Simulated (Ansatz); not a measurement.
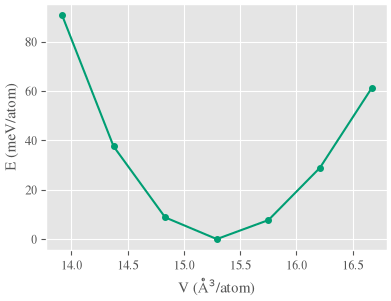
CuAu$_{3}$ in space group I4/mmm (No. 139; Cu on 2a, Au on 4d, Au on 2b) under volume change, LDA (plane waves, PAW; program Ansatz), shape and atoms relaxed at each volume.

### Question
What does a third-order Birch–Murnaghan fit give for V₀, B₀ and B′?

### Answer
V₀ = 15.29 Å³/atom, B₀ = 191 GPa, B′ = 5.6.

The first step of the workflow began from a Materials Project structure, measured or hypothetical; the Crystallography Open Database copy checked does not list it. COD files the formula under space group No. 221. Its standing as an ambient phase is unchecked. The LDA relaxation kept the symmetry of its start; its stability against distortions is not shown here. No spin polarisation was allowed. Spin–orbit coupling is left out wherever it is not named.

Potentials: the later of the program's two PAW sets.
